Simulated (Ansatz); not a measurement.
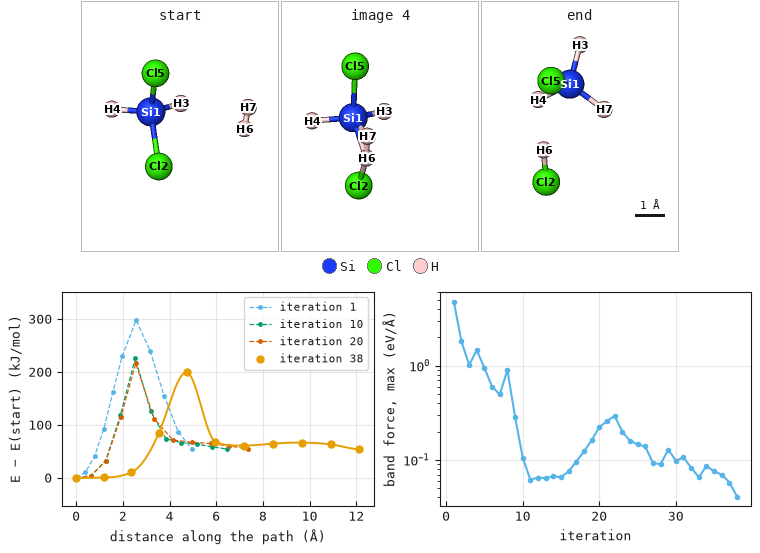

A nudged-elastic-band calculation for SiH$_{4}$Cl$_{2}$, made up of SiH2Cl2 and H2. Images are numbered from 0 (start) to 10 (end). The plot follows the band through its iterations. Style: ball-and-stick. Shown at a tilt.

Theory: Ansatz, RKS PBE0/def2-SVP. Run with 9 movable images; climbing image; force threshold 0.05 eV/Å; iteration limit 60; starting path through a guess of the saddle point.

**How did the profile develop, and is the result final?**

The run is converged, with reservations. The band converged in 38 iterations. The largest component of the band force went from 4.8 to 0.041 eV/Å. The climbing image converged on the top of the path. Its vibrational analysis gives one imaginary mode (750i cm⁻¹), as a transition state must have. The first iteration put the highest image at 297.8 kJ/mol. Forward barrier 199.4 kJ/mol, backward barrier 145.0 kJ/mol, with image 4 at the top; the reaction energy is +54.4 kJ/mol.

Limits of the set-up: the start holds two separate molecules, 3.0 Å apart at their closest, whose relative position is a soft coordinate and is computed without a dispersion correction.

Cost: 7 min on 2 threads of Arm Neoverse V1, with other jobs on the host, peak memory 0.15 GiB.
